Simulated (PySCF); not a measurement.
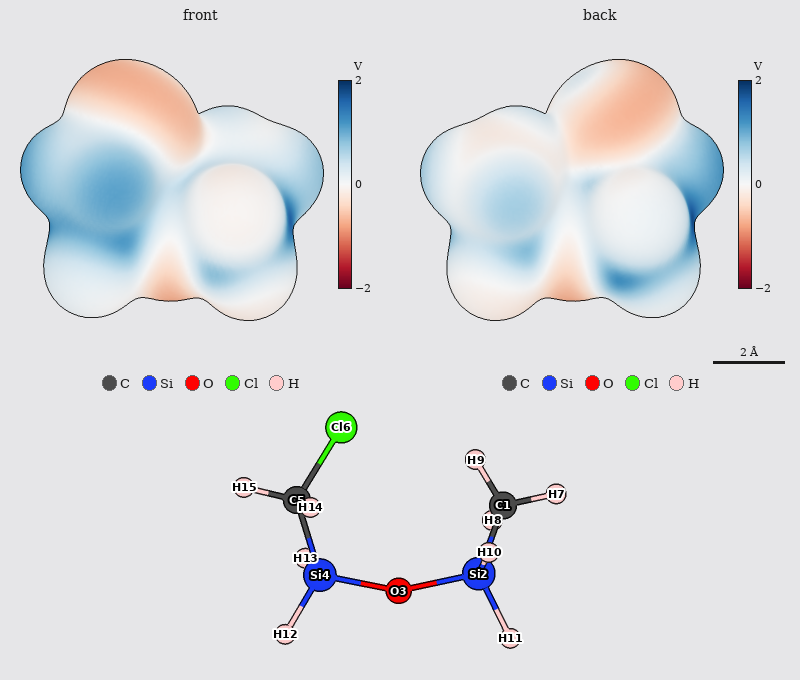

The picture shows: C2H9ClOSi2 (SMILES C[SiH2]O[SiH2]CCl). The electrostatic potential painted on the density surface at 0.002 e/bohr³, seen from the front and from behind; the colour scale runs from red (negative) to blue (positive). The bare structure is drawn below in the same view.

Geometry: GFN2-xTB.

Level of theory: PBE0/pcSseg-1, SCF density, gas phase, non-relativistic in PySCF.

```yaml
atoms:
  - { symbol: C, position_ang: [2.3438, 0.2985, 0.1291] }
  - { symbol: Si, position_ang: [1.2502, -1.1962, -0.2637] }
  - { symbol: O, position_ang: [-0.1946, -0.6864, -0.8461] }
  - { symbol: Si, position_ang: [-1.5309, 0.2055, -0.9091] }
  - { symbol: C, position_ang: [-2.1732, 0.5182, 0.8660] }
  - { symbol: Cl, position_ang: [-0.9609, 1.4366, 1.7949] }
  - { symbol: H, position_ang: [3.3183, -0.0096, 0.4957] }
  - { symbol: H, position_ang: [2.5039, 0.9153, -0.7518] }
  - { symbol: H, position_ang: [1.8868, 0.9278, 0.8889] }
  - { symbol: H, position_ang: [0.9544, -1.9868, 0.9331] }
  - { symbol: H, position_ang: [1.7651, -2.0085, -1.3662] }
  - { symbol: H, position_ang: [-2.5176, -0.6021, -1.6207] }
  - { symbol: H, position_ang: [-1.2163, 1.4909, -1.5238] }
  - { symbol: H, position_ang: [-2.3475, -0.4036, 1.4173] }
  - { symbol: H, position_ang: [-3.0860, 1.1084, 0.8855] }
```

Question: Describe the electrostatic potential map.

Answer: The most negative region (about −0.7 V, or −16 kcal/mol for a unit charge) lies over O3 and Cl6, the most positive (about +1.6 V, or +37 kcal/mol for a unit charge) over Si2 and Si4. Cl6 shows a σ-hole: about +0.2 V at the tip opposite its bond, against about −0.5 V, or −12 kcal/mol for a unit charge on its flanks.

Question: What dipole moment does the calculation give?

Answer: Its dipole moment is 0.84 D.
